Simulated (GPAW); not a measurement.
Consider Be (Im-3m).

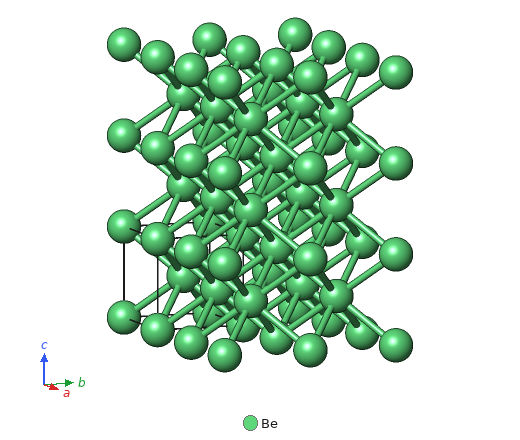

The structure (beryllium green). 3×2×3 conventional cells are drawn. Some periodic images of atoms are drawn too.

```xyz
1
Lattice="-1.2531 1.2531 1.2531 1.2531 -1.2531 1.2531 1.2531 1.2531 -1.2531" Properties=species:S:1:pos:R:3 pbc="T T T"
Be    0.0000    0.0000    0.0000
```

Absorber: atom 1, with 8 Be at 2.17 Å and 6 Be at 2.51 Å (cube and octahedron, as in bcc, site symmetry m-3m). Method: GPAW, LDA, excited-electron core hole (neutral cell), 27-atom cell with 6.5 Å between holes, 6×6×6 k points, dipole transitions, Gaussian full width 0.9 eV up to 4 eV, rising linearly to 3.5 eV at 25 eV.

This is not the structure that Be takes at ambient pressure and room temperature (hexagonal, No. 194); it is a model or a phase of other conditions.

Q: Predict the near-edge structure at the Be K edge.

Main maxima up to 24 eV above the zero (height): 0.6 eV (1.29), 4.6 eV (1.62), 10.7 eV (1.63) and 14.6 eV (1.02). A K edge sees empty p states on the absorber. The total-energy difference is 115.12 eV. One term is added: -4.44 eV, since the hole is spin-paired here and a spin-polarised one costs that much less in the free atom (computed apart). The photon energy is then 110.68 eV. The tabulated edge of the element is 111.5 eV. The functional leaves an error in such absolute values: in the free atom LDA prices this hole 1.6 eV below PBE (computed apart), and PBE is itself good to a few eV.

The Be K spectrum (energy from the lowest empty level; intensity scaled to a mean of 1 over the first 20 eV):

| E (eV) | intensity |
| --- | --- |
| -2.0 | 0.00 |
| -0.5 | 0.16 |
| 1.0 | 1.16 |
| 2.5 | 0.76 |
| 4.0 | 1.46 |
| 5.5 | 1.29 |
| 7.0 | 1.07 |
| 8.5 | 1.19 |
| 10.0 | 1.47 |
| 11.5 | 1.41 |
| 13.0 | 0.91 |
| 14.5 | 1.02 |
| 16.0 | 0.76 |
| 17.5 | 0.36 |
| 19.0 | 0.20 |
| 20.5 | 0.18 |
| 22.0 | 0.26 |
| 23.5 | 0.39 |
| 25.0 | 0.55 |

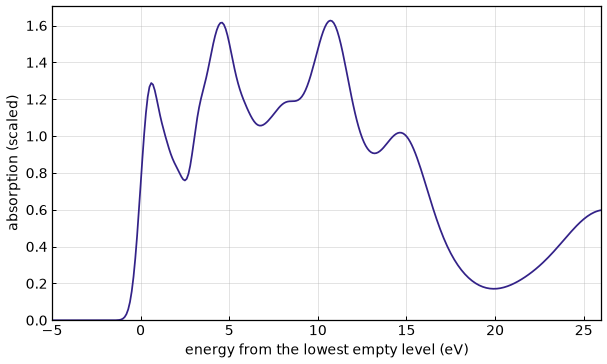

The Be K edge.

The structure is a computed Materials Project entry and may be a hypothetical form.

[Banner, clock and machine lines of the logs are left out without a mark of their own.]

[Logs are printed without paths, hosts, clocks, repeated set-up lines and the standing remarks that a program may print on its own settings, such as how far it seeks lower states.]

[Hosts, paths, dates, database ids (printed as entryN), source tags and the programs' standing remarks are cut or masked in the printed files.]

[Lists of maxima count a maximum above −3 eV only where it reaches 4 % of the highest in the window and stands out from its surroundings by 2 % of it (1.5 % where it reaches 55 %); shoulders and weaker maxima are passed over, and of the rest the first, up to two pre-edge ones and the few strongest are named.]
